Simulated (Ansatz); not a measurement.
# Geometry relaxation, with input and output: HfNH$_{4}$Cl$_{3}$O (part 1 of 2)

The run: geometry relaxation of HfNH$_{4}$Cl$_{3}$O. Method and program: RKS PBE0/def2-SVP (Ansatz 0.2.0).

It belongs to a series of runs on one base structure; here: end point B relaxed. Figures and captions count atoms from 1; the log counts them from 0 in places.

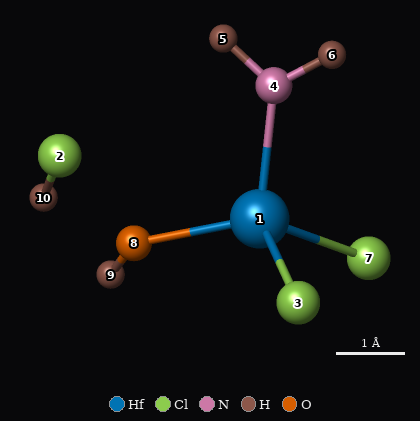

Fig. 1: The starting structure (ball-and-stick view, seen at a tilt; atoms are numbered from 1 in the order of the input). Sticks mark near contacts.

### Results in brief

- outcome: converged
- total energy: −42453.5731 eV
- mean-field energy: −42453.5731 eV
- largest force (length of the vector) at the end: 0.016 eV/Å
- hardware: 4 threads of Arm Neoverse V2, 24 GiB of memory available, shared host
- wall time: 71 s (CPU time 4.4 min)
- peak memory: 0.38 GiB

### Input
```yaml
crystal:
  periodic: [false, false, false]
  atoms:
    - { symbol: Hf, position_ang: [0.253402, -0.432315, -0.657752] }
    - { symbol: Cl, position_ang: [1.012587, 0.705926, 2.801581] }
    - { symbol: Cl, position_ang: [2.434754, 0.382731, -1.071061] }
    - { symbol: "N", position_ang: [-1.027484, 1.070463, -0.333254] }
    - { symbol: H, position_ang: [-1.54017, 1.245559, 0.529618] }
    - { symbol: H, position_ang: [-1.196272, 1.843342, -0.975917] }
    - { symbol: Cl, position_ang: [-0.425815, -1.455022, -2.667516] }
    - { symbol: O, position_ang: [0.123838, -1.753897, 0.864713] }
    - { symbol: H, position_ang: [-0.021199, -2.702904, 0.918442] }
    - { symbol: H, position_ang: [0.726059, -0.586683, 2.633846] }
basis:
  gaussian: { orbitals: def2-SVP }
hamiltonian:
  xc: pbe0
relax:
  f_tol: 0.03
  max_steps: 50
output:
  orbitals: {}
```

Launch command:
```bash
ansatz run input.yaml --threads 4 --pin off --max-ram 5120MiB --backend cpu --events-out ev --progress --plain --runs-dir out
```

### What the program printed
```
The last accepted step is kept in [file] (removed where the run ends without a failure and the disk answers)
Engine: ansatz 0.2.0, aarch64-unknown-linux-gnu
Functional definition: PBE0
  parameter a = 0.25
  parameter kappa = 0.804
  parameter beta = 0.06672455060314922
  exchange = (1 - a)*pbe_x(kappa = kappa, mu = beta*pi^2/3) + a*exact_x
  correlation = pbe_c(beta = beta)
1378 factors; integrals over basis functions are off by at most 3.2e-4 eV
mean field evaluation 1: about -42442.5155 eV, gradient 7.5e1 eV
mean field evaluation 2: about -42392.5220 eV, gradient 1.7e2 eV
mean field evaluation 4: about -42453.1855 eV, gradient 8.2e0 eV
mean field evaluation 8: about -42453.3908 eV, gradient 6.0e-1 eV
mean field evaluation 16: about -42453.3918 eV, gradient 6.4e-5 eV
mean field -42453.39179836 eV, -1560.1333726472 hartree, gradient 6.3e-5 eV, S^2 0.000000; 0 other end points of the search recorded, 0 dependent functions left out
the calculation of the forces begins
reference -42453.39185976 eV, -1560.1333749037 hartree; 41, 41 occupied and 93, 93 virtual orbitals, 1378 factors
relax step   1: F+E_penalty+E_count = -42453.39179836 eV  Δ(F+E_penalty+E_count) = +0.000e0 eV  max|allowed force component| = 1.142e0 eV/Å  Δτ_max = 0.0000 Å  (29 SCF iters, accepted)
these checks for a lower state are left out or cut short: starts, cluster_reference, orbital_swaps, neighbouring_geometries, increment
1378 factors; integrals over basis functions are off by at most 4.0e-4 eV
mean field -42453.48651002 eV, -1560.1368532365 hartree, gradient 1.5e-5 eV, S^2 0.000000; 0 other end points of the search recorded, 0 dependent functions left out
[... from here on the field's lines of each further geometry are left out, up to the last ...]
relax step   2: F+E_penalty+E_count = -42453.48651002 eV  Δ(F+E_penalty+E_count) = -9.471e-2 eV  max|allowed force component| = 6.676e-1 eV/Å  Δτ_max = 0.1950 Å  (32 SCF iters, accepted)
relax step   3: F+E_penalty+E_count = -42453.50425605 eV  Δ(F+E_penalty+E_count) = -1.775e-2 eV  max|allowed force component| = 5.985e-1 eV/Å  Δτ_max = 0.1223 Å  (31 SCF iters, accepted)
relax step   4: F+E_penalty+E_count = -42453.51543542 eV  Δ(F+E_penalty+E_count) = -1.118e-2 eV  max|allowed force component| = 2.796e-1 eV/Å  Δτ_max = 0.1251 Å  (31 SCF iters, accepted)
relax step   5: F+E_penalty+E_count = -42453.52876059 eV  Δ(F+E_penalty+E_count) = -1.333e-2 eV  max|allowed force component| = 3.342e-1 eV/Å  Δτ_max = 0.1193 Å  (31 SCF iters, accepted)
relax step   6: F+E_penalty+E_count = -42453.54244183 eV  Δ(F+E_penalty+E_count) = -1.368e-2 eV  max|allowed force component| = 2.320e-1 eV/Å  Δτ_max = 0.1582 Å  (31 SCF iters, accepted)
relax step   7: F+E_penalty+E_count = -42453.54355169 eV  Δ(F+E_penalty+E_count) = -1.110e-3 eV  max|allowed force component| = 5.395e-1 eV/Å  Δτ_max = 0.1951 Å  (30 SCF iters, accepted)
relax step   8: F+E_penalty+E_count = -42453.55127168 eV  Δ(F+E_penalty+E_count) = -7.720e-3 eV  max|allowed force component| = 1.773e-1 eV/Å  Δτ_max = 0.0796 Å  (31 SCF iters, accepted)
relax step   9: F+E_penalty+E_count = -42453.55603636 eV  Δ(F+E_penalty+E_count) = -4.765e-3 eV  max|allowed force component| = 6.961e-2 eV/Å  Δτ_max = 0.1387 Å  (31 SCF iters, accepted)
relax step  10: F+E_penalty+E_count = -42453.55933853 eV  Δ(F+E_penalty+E_count) = -3.302e-3 eV  max|allowed force component| = 3.660e-1 eV/Å  Δτ_max = 0.1952 Å  (30 SCF iters, accepted)
relax step  11: F+E_penalty+E_count = -42453.56175109 eV  Δ(F+E_penalty+E_count) = -2.413e-3 eV  max|allowed force component| = 2.433e-1 eV/Å  Δτ_max = 0.0634 Å  (30 SCF iters, accepted)
relax step  12: F+E_penalty+E_count = -42453.56433207 eV  Δ(F+E_penalty+E_count) = -2.581e-3 eV  max|allowed force component| = 1.167e-1 eV/Å  Δτ_max = 0.0641 Å  (31 SCF iters, accepted)
relax step  13: F+E_penalty+E_count = -42453.56632898 eV  Δ(F+E_penalty+E_count) = -1.997e-3 eV  max|allowed force component| = 7.951e-2 eV/Å  Δτ_max = 0.0851 Å  (31 SCF iters, accepted)
relax step  14: F+E_penalty+E_count = -42453.56761795 eV  Δ(F+E_penalty+E_count) = -1.289e-3 eV  max|allowed force component| = 1.084e-1 eV/Å  Δτ_max = 0.0764 Å  (31 SCF iters, accepted)
relax step  15: F+E_penalty+E_count = -42453.56868296 eV  Δ(F+E_penalty+E_count) = -1.065e-3 eV  max|allowed force component| = 1.482e-1 eV/Å  Δτ_max = 0.0957 Å  (31 SCF iters, accepted)
relax step  16: F+E_penalty+E_count = -42453.56874713 eV  Δ(F+E_penalty+E_count) = -6.417e-5 eV  max|allowed force component| = 1.900e-1 eV/Å  Δτ_max = 0.1071 Å  (30 SCF iters, accepted)
relax step  17: F+E_penalty+E_count = -42453.57017535 eV  Δ(F+E_penalty+E_count) = -1.428e-3 eV  max|allowed force component| = 1.085e-1 eV/Å  Δτ_max = 0.0171 Å  (31 SCF iters, accepted)
relax step  18: F+E_penalty+E_count = -42453.57043815 eV  Δ(F+E_penalty+E_count) = -2.628e-4 eV  max|allowed force component| = 9.965e-2 eV/Å  Δτ_max = 0.0133 Å  (34 SCF iters, accepted)
relax step  19: F+E_penalty+E_count = -42453.57076314 eV  Δ(F+E_penalty+E_count) = -3.250e-4 eV  max|allowed force component| = 4.284e-2 eV/Å  Δτ_max = 0.0580 Å  (31 SCF iters, accepted)
relax step  20: F+E_penalty+E_count = -42453.57170835 eV  Δ(F+E_penalty+E_count) = -9.452e-4 eV  max|allowed force component| = 3.621e-2 eV/Å  Δτ_max = 0.0418 Å  (32 SCF iters, accepted)
relax step  21: F+E_penalty+E_count = -42453.57224235 eV  Δ(F+E_penalty+E_count) = -5.340e-4 eV  max|allowed force component| = 3.549e-2 eV/Å  Δτ_max = 0.0553 Å  (31 SCF iters, accepted)
relax step  22: F+E_penalty+E_count = -42453.57266535 eV  Δ(F+E_penalty+E_count) = -4.230e-4 eV  max|allowed force component| = 2.351e-2 eV/Å  Δτ_max = 0.0739 Å  (31 SCF iters, accepted)
relax step  23: F+E_penalty+E_count = -42453.57277791 eV  Δ(F+E_penalty+E_count) = -1.126e-4 eV  max|allowed force component| = 4.309e-2 eV/Å  Δτ_max = 0.0669 Å  (31 SCF iters, accepted)
relax step  24: F+E_penalty+E_count = -42453.57291800 eV  Δ(F+E_penalty+E_count) = -1.401e-4 eV  max|allowed force component| = 3.465e-2 eV/Å  Δτ_max = 0.0067 Å  (34 SCF iters, accepted)
relax step  25: F+E_penalty+E_count = -42453.57298054 eV  Δ(F+E_penalty+E_count) = -6.254e-5 eV  max|allowed force component| = 1.259e-2 eV/Å  Δτ_max = 0.0099 Å  (33 SCF iters, accepted)
the calculation of the forces begins
reference -42453.57310390 eV, -1560.1400355028 hartree; 41, 41 occupied and 93, 93 virtual orbitals, 1378 factors
relax step  26: F+E_penalty+E_count = -42453.57304532 eV  Δ(F+E_penalty+E_count) = -6.478e-5 eV  max|allowed force component| = 1.261e-2 eV/Å  Δτ_max = 0.0352 Å  (32 SCF iters, accepted)
```

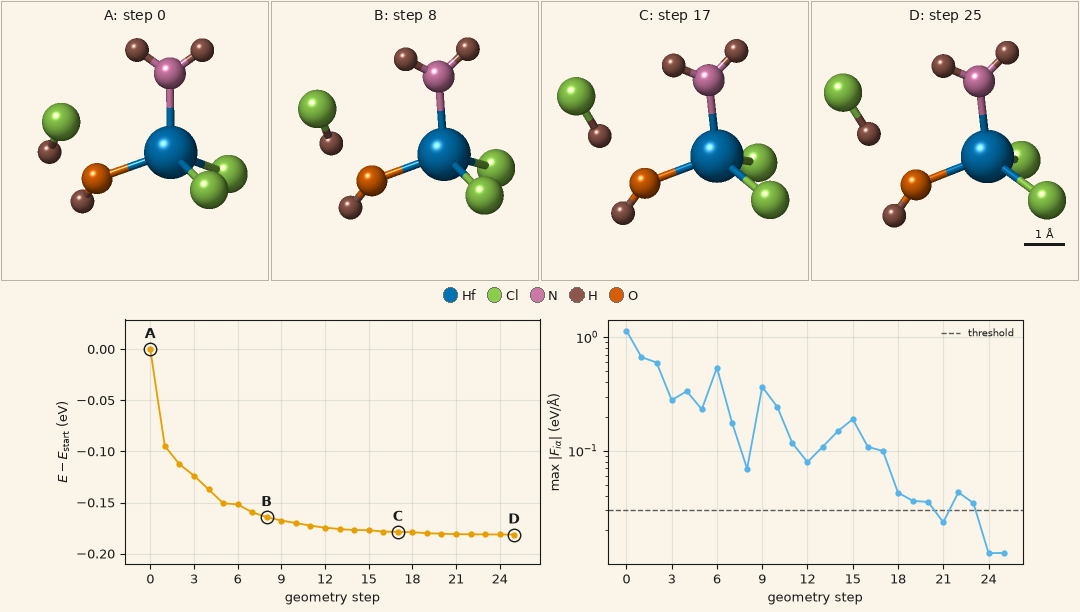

Fig. 2: Frames of the relaxation (ball-and-stick view, seen at a tilt) above the curves, on which the letters mark them (the first geometry is step 0 here and step 1 in the log).

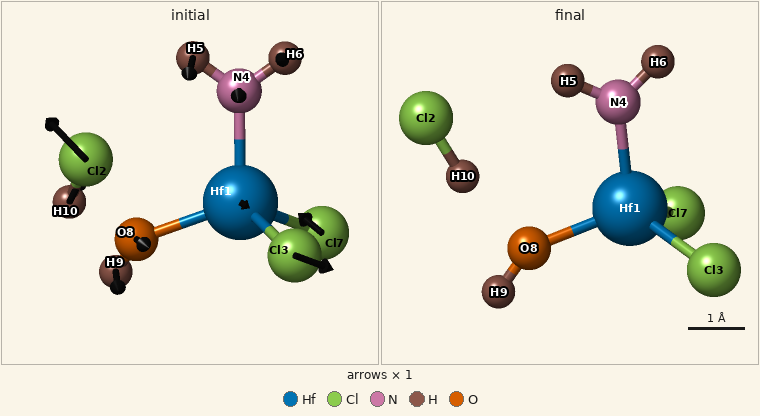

Fig. 3: Before (left) and after (right) the relaxation, at one scale (ball-and-stick view, seen at a tilt). The black arrows give the displacements, at true length. The energy falls by 0.181 eV in 25 geometry steps. Largest force component: 1.1 eV/Å at the start, 0.013 eV/Å at the end. The largest move after the best rigid fit is that of Cl2, 1.61 Å. Largest moves by element: Cl 1.61 Å, H 1.10 Å, O 0.57 Å, N 0.45 Å, Hf 0.20 Å. Among the contacts that change: Hf1–O8 2.020 → 1.946 Å, Cl2–H10 1.335 → 1.308 Å, Hf1–Cl7 2.355 → 2.365 Å, Hf1–N4 2.001 → 1.994 Å. Among the angles that change: Hf1–O8–H9 134.2° → 145.2°, N4–Hf1–O8 109.1° → 103.6°, Hf1–N4–H5 126.1° → 122.2°. (Atoms are counted from 1 in the order of the input.)

```
1378 factors; integrals over basis functions are off by at most 3.7e-4 eV
mean field -42453.57304532 eV, -1560.1400333501 hartree, gradient 1.5e-5 eV, S^2 0.000000; 1 other end points of the search recorded, 0 dependent functions left out
the calculation of the forces begins
reference -42453.57310390 eV, -1560.1400355028 hartree; 41, 41 occupied and 93, 93 virtual orbitals, 1378 factors
Total energy: -42453.57310390 eV, -1560.1400355028 hartree
Atom 0 at     0.328001    -0.483030    -0.842870 Å, force    -0.009943    -0.008569    -0.004820 eV/Å
Atom 1 at    -0.529668     0.247770     3.160833 Å, force     0.001197    -0.000296    -0.003448 eV/Å
Atom 2 at     2.358621     0.093398    -1.908552 Å, force    -0.006491    -0.000900     0.003228 eV/Å
Atom 3 at    -0.602757     1.166797    -0.218880 Å, force     0.012615     0.008273     0.003783 eV/Å
Atom 4 at    -0.804617     1.337321     0.769215 Å, force    -0.003965    -0.003383    -0.005321 eV/Å
Atom 5 at    -0.934087     1.954795    -0.772174 Å, force    -0.002259    -0.004835     0.001936 eV/Å
Atom 6 at    -1.042904    -1.637966    -2.385112 Å, force     0.008578     0.005684     0.006782 eV/Å
Atom 7 at     0.616576    -1.491953     0.795775 Å, force     0.005974    -0.005805     0.000964 eV/Å
Atom 8 at     0.970996    -2.303061     1.170871 Å, force    -0.004026     0.009063    -0.005436 eV/Å
Atom 9 at    -0.020462    -0.566871     2.273594 Å, force    -0.001681     0.000767     0.002332 eV/Å
Dipole moment:     0.018894    -0.118646     0.232865 e Å
```

### Trajectory as extended XYZ (Å, eV, eV/Å), 26 frames, from step=1 to step=26
```
10
Properties=species:S:1:pos:R:3:forces:R:3 step=1 energy=-42453.39180
Hf    0.2534   -0.4323   -0.6578   -0.0384  -0.9838   1.1422
Cl    1.0126    0.7059    2.8016   -0.2575  -1.1092  -0.1368
Cl    2.4348    0.3827   -1.0711   -0.0140   0.0118   0.0034
N    -1.0275    1.0705   -0.3333   -0.0052   0.0434   0.0196
H    -1.5402    1.2456    0.5296    0.0224  -0.0013  -0.0144
H    -1.1963    1.8433   -0.9759   -0.0160  -0.0176   0.0011
Cl   -0.4258   -1.4550   -2.6675   -0.0122  -0.0135   0.0011
O     0.1238   -1.7539    0.8647    0.1183   1.0502  -0.9842
H    -0.0212   -2.7029    0.9184    0.0026   0.0036   0.0028
H     0.7261   -0.5867    2.6338    0.2000   1.0165  -0.0350
10
Properties=species:S:1:pos:R:3:forces:R:3 step=2 energy=-42453.48651
Hf    0.2649   -0.4438   -0.6088    0.0116   0.3584  -0.3122
Cl    0.9835    0.6418    2.7945   -0.1520  -0.6676  -0.1601
Cl    2.4377    0.3806   -1.0433    0.0623  -0.0068   0.0217
N    -1.0092    1.0717   -0.3085   -0.0782   0.0219  -0.0063
H    -1.5283    1.2591    0.5474    0.0279   0.0234   0.0017
H    -1.2110    1.8117   -0.9821    0.0279  -0.0672   0.0546
Cl   -0.4237   -1.4681   -2.6181   -0.0129  -0.0641   0.0305
O     0.1376   -1.6928    0.8772   -0.0035  -0.1899   0.1522
H    -0.0108   -2.6411    0.9431    0.0053  -0.0094   0.1223
H     0.6990   -0.6018    2.4413    0.1117   0.6013   0.0955
10
Properties=species:S:1:pos:R:3:forces:R:3 step=3 energy=-42453.50426
Hf    0.2650   -0.4287   -0.6305   -0.0225   0.1076  -0.2653
Cl    0.9380    0.5806    2.8686   -0.1524  -0.5985  -0.2719
Cl    2.4515    0.3806   -1.0461   -0.0241  -0.0082   0.0264
N    -1.0301    1.0667   -0.3180   -0.0905   0.1719   0.3874
H    -1.4367    1.3280    0.5897    0.1537  -0.1132  -0.3827
H    -1.2577    1.7910   -0.9993   -0.0228  -0.0388   0.0342
Cl   -0.4343   -1.5127   -2.6064    0.0122   0.0099   0.0561
O     0.1545   -1.6668    0.8729    0.0283  -0.1290   0.0896
H     0.0288   -2.6164    0.9749    0.0156   0.0669   0.0950
H     0.6605   -0.6051    2.3369    0.1024   0.5313   0.2313
10
Properties=species:S:1:pos:R:3:forces:R:3 step=4 energy=-42453.51544
Hf    0.2705   -0.4355   -0.6798    0.1145   0.0830   0.0632
Cl    0.8960    0.5254    2.8923   -0.1537  -0.2595  -0.1117
Cl    2.4554    0.3787   -1.0638   -0.0133   0.0108  -0.0392
N    -0.9964    1.0698   -0.3038   -0.0349   0.0235   0.0510
H    -1.3663    1.3188    0.6150    0.0664  -0.0100  -0.0968
H    -1.2863    1.7775   -0.9786   -0.0082  -0.0313   0.0397
Cl   -0.4702   -1.5291   -2.6268   -0.0308  -0.0284  -0.0530
O     0.2440   -1.6384    0.8623   -0.1105   0.1826  -0.0989
H     0.0427   -2.5559    1.0471   -0.0108  -0.2504   0.0956
H     0.5502   -0.5940    2.2790    0.1812   0.2796   0.1500
10
Properties=species:S:1:pos:R:3:forces:R:3 step=5 energy=-42453.52876
Hf    0.2700   -0.4394   -0.6971   -0.0440   0.0044   0.1425
Cl    0.7907    0.5205    2.9481   -0.0859  -0.3203  -0.1854
Cl    2.4500    0.3748   -1.1008    0.0236   0.0060  -0.0146
N    -0.9805    1.0747   -0.3019    0.0060   0.0507  -0.0719
H    -1.2723    1.3688    0.6306    0.0349  -0.0238  -0.0453
H    -1.3222    1.7513   -0.9862    0.0159  -0.0667   0.0858
Cl   -0.4915   -1.5355   -2.6362   -0.0222  -0.0019  -0.0293
O     0.2322   -1.6315    0.8586   -0.0333  -0.0840  -0.0983
H     0.0862   -2.5645    1.0511    0.0389   0.1013   0.0202
H     0.5771   -0.6020    2.2766    0.0662   0.3342   0.1963
10
Properties=species:S:1:pos:R:3:forces:R:3 step=6 energy=-42453.54244
Hf    0.2653   -0.4550   -0.7074   -0.0543  -0.0146  -0.0528
Cl    0.6419    0.5596    2.9109   -0.0139   0.0301   0.0326
Cl    2.4543    0.3303   -1.1235    0.0278  -0.0004  -0.0106
N    -0.9459    1.0830   -0.2851    0.0278  -0.0166   0.0254
H    -1.1407    1.3859    0.6694    0.0071  -0.0012   0.0001
H    -1.3527    1.7534   -0.9357    0.0083  -0.0381   0.0025
Cl   -0.5415   -1.5187   -2.6504    0.0020   0.0268   0.0106
O     0.2521   -1.6643    0.8264   -0.0014   0.2320  -0.0492
H     0.1993   -2.5875    1.0736    0.0025  -0.1960   0.0566
H     0.5075   -0.5696    2.2646   -0.0058  -0.0220  -0.0151
10
Properties=species:S:1:pos:R:3:forces:R:3 step=7 energy=-42453.54355
Hf    0.2620   -0.4803   -0.7575   -0.0652   0.0471  -0.0039
Cl    0.4513    0.5882    2.9408    0.0079   0.0541   0.0667
Cl    2.4634    0.2700   -1.1858    0.0022  -0.0122   0.0007
N    -0.8906    1.0802   -0.2585   -0.1181   0.2166   0.2280
H    -0.9649    1.3969    0.7218    0.0085  -0.1258  -0.4860
H    -1.3996    1.7251   -0.8723    0.1740  -0.2013   0.2253
Cl   -0.6024   -1.4990   -2.7014   -0.0121   0.0216   0.0166
O     0.2762   -1.6643    0.7912    0.0544  -0.4749   0.2306
H     0.3235   -2.5798    1.1123   -0.0217   0.5395  -0.2202
H     0.4208   -0.5200    2.2520   -0.0297  -0.0648  -0.0579
10
Properties=species:S:1:pos:R:3:forces:R:3 step=8 energy=-42453.55127
Hf    0.2672   -0.4727   -0.7535   -0.0459  -0.0205   0.0072
Cl    0.5053    0.5557    2.9895   -0.0087   0.0070  -0.0052
Cl    2.4643    0.2860   -1.1842    0.0078   0.0062  -0.0008
N    -0.9129    1.0690   -0.2715    0.0227   0.0620  -0.0272
H    -1.0125    1.3965    0.6912   -0.0147  -0.0179  -0.0375
H    -1.3852    1.7177   -0.9019    0.0438  -0.0684   0.0715
Cl   -0.5939   -1.4996   -2.6926   -0.0105   0.0051   0.0043
O     0.2830   -1.6442    0.8071    0.0059  -0.1373   0.0438
H     0.2731   -2.5628    1.1000    0.0169   0.1773  -0.0568
H     0.4514   -0.5282    2.2587   -0.0174  -0.0135   0.0007
```
